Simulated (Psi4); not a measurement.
**CH3Al (SMILES C[Al]): CAM-B3LYP/cc-pVTZ**

What is the vertical ionisation energy of CH3Al at CAM-B3LYP/cc-pVTZ? 

Program for the calculation: Psi4 1.11.

2 further runs of the same task are left out: 2 that didn't finish.

## (1) Starting point

CH3Al: 5 atoms, total charge 0, spin state singlet. As SMILES, `C[Al]`. The shape is that of a PBE0-D4/def2-TZVP optimisation.

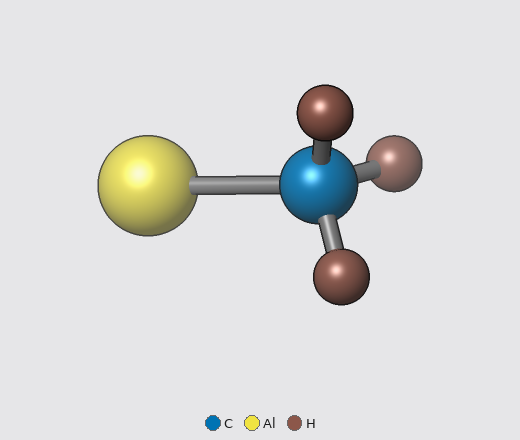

The structure, seen from a chosen angle (carbon blue, aluminium yellow, hydrogen brown).

## (2) Energy and forces at CAM-B3LYP/cc-pVTZ

The input, job.py:

```python
import psi4

psi4.set_memory('2200 MB')
psi4.set_num_threads(1)
psi4.core.set_output_file('psi4.out', False)

m = psi4.geometry("""
0 1
C     -0.131220    -0.057510     0.054000
Al     1.572690     0.689240    -0.647230
H     -0.230740    -1.127460    -0.171770
H     -0.205100     0.049890     1.144270
H     -1.005630     0.445840    -0.379270
symmetry c1
""")

psi4.set_options({
    'basis': 'cc-pVTZ',
    'puream': True,
    'e_convergence': 1e-09,
    'd_convergence': 1e-08,
    'scf_type': 'pk',
    'dft_radial_points': 99,
    'dft_spherical_points': 590,
})

result, w = psi4.gradient('CAM-B3LYP', molecule=m, return_wfn=True)
psi4.oeprop(w, 'WIBERG_LOWDIN_INDICES', 'MULLIKEN_CHARGES', 'MAYER_INDICES')
print('gradient / Eh bohr^-1')
print(result.np.round(6))
print(f'energy = {w.energy():.10f} Eh')
```

Command:

```sh
$ python job.py
```

psi4.out (excerpt; [...] marks lines left out):

```text
[...]
  Running in c1 symmetry.
[...]
  Nuclear repulsion =   38.261471693784713
[...]
  Multiplicity = 1
[...]
  Nalpha       = 11
  Nbeta        = 11
[...]
    Number of basis functions: 106
[...]
   @RKS iter   1:  -282.05099892967729   -4.25455e-01   6.89470e-03 ADIIS/DIIS
[...]
   @RKS iter  10:  -282.30667543884016   -2.27374e-12   2.14667e-09 DIIS
[...]
    Orbital Energies [Eh]
    ---------------------
    Doubly Occupied:
       1A    -56.119884     2A    -10.202616     3A     -4.201188
       4A     -2.755886     5A     -2.755886     6A     -2.747691
       7A     -0.748865     8A     -0.450995     9A     -0.450994
      10A     -0.407651    11A     -0.248384
[...]
  @RKS Final Energy:  -282.30667543884016
   => Energetics <=
    Nuclear Repulsion Energy =             38.2614716937847135
    One-Electron Energy =                -466.0294309809685842
    Two-Electron Energy =                 164.2366642141260797
    DFT Exchange-Correlation Energy =     -18.7753803657823504
    Empirical Dispersion Energy =           0.0000000000000000
    VV10 Nonlocal Energy =                  0.0000000000000000
    Total Energy =                       -282.3066754388401023
[...]
 Multipole Moments:
 ------------------------------------------------------------------------------------
     Multipole            Electronic (a.u.)      Nuclear  (a.u.)        Total (a.u.)
 ------------------------------------------------------------------------------------
 L = 1.  Multiply by 2.5417464519 to convert [e a0] to [Debye]
 Dipole X            :          4.3501163           -4.5782441           -0.2281278
 Dipole Y            :          1.9064559           -2.0064375           -0.0999816
 Dipole Z            :         -1.7902661            1.8841495            0.0938834
 Magnitude           :                                                    0.2661817
[...]
  -Total Gradient:
     Atom            X                  Y                   Z
    ------   -----------------  -----------------  -----------------
       1        0.001629108630     0.000712337865    -0.000672439001
       2       -0.000307800442    -0.000134786954     0.000126692228
       3       -0.000000958795    -0.001804367231    -0.000468034987
       4        0.000044153044     0.000264921647     0.001847896072
       5       -0.001364348888     0.000962013652    -0.000834173802
[...]
  Mulliken Charges: (a.u.)
   Center  Symbol    Alpha    Beta     Spin     Total
       1     C     3.21917  3.21917  0.00000 -0.43833
       2    AL     6.40953  6.40953  0.00000  0.18094
       3     H     0.45710  0.45710  0.00000  0.08580
       4     H     0.45710  0.45710  0.00000  0.08580
       5     H     0.45710  0.45710  0.00000  0.08580
   Total alpha = 11.00000, Total beta = 11.00000, Total charge = -0.00000
  Mayer Bond Indices:
[...]
```

Standard output:

```text
gradient / Eh bohr^-1
[[ 1.629e-03  7.120e-04 -6.720e-04]
 [-3.080e-04 -1.350e-04  1.270e-04]
 [-1.000e-06 -1.804e-03 -4.680e-04]
 [ 4.400e-05  2.650e-04  1.848e-03]
 [-1.364e-03  9.620e-04 -8.340e-04]]
energy = -282.3066754388 Eh
```

Wall time 61 s (1 thread of Intel Xeon Platinum 8259CL at 2.50GHz (Skylake/Cascade Lake), shared host); peak memory 1.2 GiB.

## (3) The doublet cation at the same level

The input, job.json:

```json
{
  "schema_name": "qcschema_input",
  "schema_version": 1,
  "molecule": {
    "schema_name": "qcschema_molecule",
    "schema_version": 2,
    "symbols": ["C", "Al", "H", "H", "H"],
    "geometry": [-0.24796986, -0.10867815, 0.10204521, 2.97195338, 1.30247483, -1.22308744, -0.43603541, -2.13059062, -0.32459826, -0.38758283, 0.09427844, 2.16235691, -1.90036528, 0.8425155, -0.71671643],
    "molecular_charge": 1,
    "molecular_multiplicity": 2,
    "fix_symmetry": "c1",
    "fix_com": true,
    "fix_orientation": true
  },
  "driver": "gradient",
  "model": {
    "method": "cam-b3lyp",
    "basis": "cc-pVTZ"
  },
  "keywords": {
    "reference": "uks",
    "puream": true,
    "e_convergence": 1e-09,
    "d_convergence": 1e-08,
    "scf_type": "pk",
    "dft_radial_points": 99,
    "dft_spherical_points": 590,
    "maxiter": 100,
    "scf_properties": ["DIPOLE", "MAYER_INDICES", "LOWDIN_CHARGES"]
  }
}
```

Command:

```sh
$ psi4 --qcschema job.json -n 1 --memory 2200MB
```

stdout (excerpt; [...] marks lines left out):

```text
[...]
  Running in c1 symmetry.
[...]
  Nuclear repulsion =   38.261471716125293
[...]
  Multiplicity = 2
[...]
  Nalpha       = 11
  Nbeta        = 10
[...]
    Number of basis functions: 106
[...]
   @UKS iter   1:  -281.77314718508990   -1.47603e-01   6.37410e-03 DIIS/ADIIS
[...]
   @UKS iter  12:  -282.02073182572974   -2.50111e-12   1.94440e-09 DIIS
[...]
   @S^2 Observed:                7.592309974E-01
[...]
  @UKS Final Energy:  -282.02073182572974
   => Energetics <=
    Nuclear Repulsion Energy =             38.2614717161252926
    One-Electron Energy =                -460.1078033211448428
    Two-Electron Energy =                 158.4518707641357764
    DFT Exchange-Correlation Energy =     -18.6262709848459913
    Empirical Dispersion Energy =           0.0000000000000000
    VV10 Nonlocal Energy =                  0.0000000000000000
    Total Energy =                       -282.0207318257297402
[...]
 Multipole Moments:
 ------------------------------------------------------------------------------------
     Multipole            Electronic (a.u.)      Nuclear  (a.u.)        Total (a.u.)
 ------------------------------------------------------------------------------------
 L = 1.  Multiply by 2.5417464519 to convert [e a0] to [Debye]
 Dipole X            :        -32.1142147           34.4235913            2.3093766
 Dipole Y            :        -14.0742091           15.0863072            1.0120981
 Dipole Z            :         13.2164163          -14.1668232           -0.9504070
 Magnitude           :                                                    2.6945939
[...]
  -Total Gradient:
     Atom            X                  Y                   Z
    ------   -----------------  -----------------  -----------------
       1        0.016627113479     0.007284884525    -0.006844975893
       2        0.006673430651     0.002924871270    -0.002746337446
       3       -0.007676873847    -0.003732407184     0.003064125286
       4       -0.007667432047    -0.003310189431     0.003538929425
       5       -0.007956107911    -0.003167053782     0.002988195943
[...]
```

The result, in JSON:

```text
{
 "driver": "gradient",
 "model": {
  "method": "cam-b3lyp",
  "basis": "cc-pVTZ"
 },
 "success": true,
 "return_result": [0.016627113479022404, 0.007284884525355306, -0.006844975893119339, 0.006673430650691814, 0.0029248712703841967, -0.0027463374464604118, -0.007676873847311097, -0.003732407183946379, 0.0030641252858565164, -0.0076674320473373615, -0.0033101894306986433, 0.0035389294253006243, -0.007956107910646576, -0.0031670537818172667, 0.002988195942552882],
 "properties": {
  "calcinfo_nbasis": 106,
  "calcinfo_nmo": 106,
  "calcinfo_nalpha": 11,
  "calcinfo_nbeta": 10,
  "calcinfo_natom": 5,
  "nuclear_repulsion_energy": 38.26147171612529,
  "return_energy": -282.02073182572974,
  "return_gradient": [0.016627113479022404, 0.007284884525355306, -0.006844975893119339, 0.006673430650691814, 0.0029248712703841967, -0.0027463374464604118, -0.007676873847311097, -0.003732407183946379, 0.0030641252858565164, -0.0076674320473373615, -0.0033101894306986433, 0.0035389294253006243, -0.007956107910646576, -0.0031670537818172667, 0.002988195942552882],
  "scf_one_electron_energy": -460.10780332114484,
  "scf_two_electron_energy": 158.45187076413578,
  "scf_xc_energy": -18.62627098484599,
  "scf_dipole_moment": [2.3093765894797684, 1.0120980659740741, -0.9504069501629733],
  "scf_total_energy": -282.02073182572974,
  "scf_total_gradient": [0.016627113479022404, 0.007284884525355306, -0.006844975893119339, 0.006673430650691814, 0.0029248712703841967, -0.0027463374464604118, -0.007676873847311097, -0.003732407183946379, 0.0030641252858565164, -0.0076674320473373615, -0.0033101894306986433, 0.0035389294253006243, -0.007956107910646576, -0.0031670537818172667, 0.002988195942552882],
  "scf_iterations": 12
 }
}
```

Wall time 77 s (1 thread of Intel Xeon Platinum 8259CL at 2.50GHz (Skylake/Cascade Lake), shared host); peak memory 1.2 GiB.

## (4) What came out

Level: CAM-B3LYP/cc-pVTZ.

| quantity | value |
| --- | --- |
| singlet CH3Al: total energy | -282.30668 Eh |
| singlet CH3Al: dipole moment | 0.68 D |
| singlet CH3Al: HOMO energy | -6.76 eV |
| singlet CH3Al: LUMO energy | -0.37 eV |
| singlet CH3Al: HOMO–LUMO gap | 6.39 eV |
| singlet CH3Al: largest force on an atom | 0.098 eV/Å |
| doublet cation: total energy | -282.02073 Eh |
| doublet cation: HOMO energy (highest over α and β) | -14.44 eV |
| doublet cation: LUMO energy (lowest over α and β) | -8.85 eV |
| doublet cation: ⟨S²⟩ | 0.759 |
| doublet cation: largest force on an atom | 0.998 eV/Å |
| vertical ionisation energy (to the doublet cation) | 7.781 eV |

In words: The vertical ionisation energy comes to 7.78 eV (751 kJ/mol). The negative HOMO energy of the first species, 6.76 eV, lies 1.02 eV below that difference.
